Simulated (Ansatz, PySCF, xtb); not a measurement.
Pulling on the C4–H5 bond in CH4OPb (SMILES C[O][PbH]) (multiplicity 1 held, fragments rigid). Energies count from the point at 1.096 Å.
Geometry at that point (charge 0, multiplicity 1):
```json
[
 {"atom": "Pb", "x (Å)": "-0.1809", "y (Å)": "-0.2465", "z (Å)": "0.3404"},
 {"atom": "H", "x (Å)": "-1.2280", "y (Å)": "-0.7418", "z (Å)": "-1.1382"},
 {"atom": "O", "x (Å)": "1.0053", "y (Å)": "1.0693", "z (Å)": "-0.7791"},
 {"atom": "C", "x (Å)": "0.8971", "y (Å)": "1.3487", "z (Å)": "-2.1557"},
 {"atom": "H", "x (Å)": "0.7105", "y (Å)": "2.4184", "z (Å)": "-2.3063"},
 {"atom": "H", "x (Å)": "1.8370", "y (Å)": "1.1000", "z (Å)": "-2.6624"},
 {"atom": "H", "x (Å)": "0.0880", "y (Å)": "0.7879", "z (Å)": "-2.6394"}
]
```

R- and RO- levels are restricted; in cc, def2 and unpolarised 6-31G sets they are followed outwards from rest. U- levels take the lowest unrestricted solution at each point, which mixes spins at long bonds. Active spaces are followed from a long bond inwards. Levels need not reach the same state.

Cores are frozen in the correlated methods. Filled d and f shells under p-block atoms count as core. Rows in LANL2DZ carry no dispersion term and start afresh at each structure. LANL2DZ brings its own core potentials from Na on.

Codes used: Ansatz (Gaussian orbitals); PySCF for LANL2DZ rows; xtb for the GFN methods. Each number belongs to the level named beside it. In def2 rows elements past Kr take small-core potentials, without spin–orbit coupling. The GFN methods have no spin term and hold the electronic entropy of 300 K.

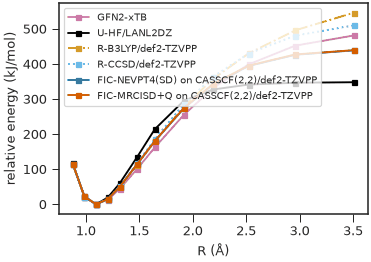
*Relative energy along the coordinate*

Doubts at one or more of the structures used: a spin-contaminated determinant (U-HF/LANL2DZ); a restricted determinant that unrestricted orbitals would lower (R-B3LYP/def2-TZVPP, R-CCSD/def2-TZVPP); other coupled-cluster roots lie near (R-CCSD/def2-TZVPP); T1 above 0.05 (R-CCSD/def2-TZVPP).

Ansatz is a program for electronic structure.
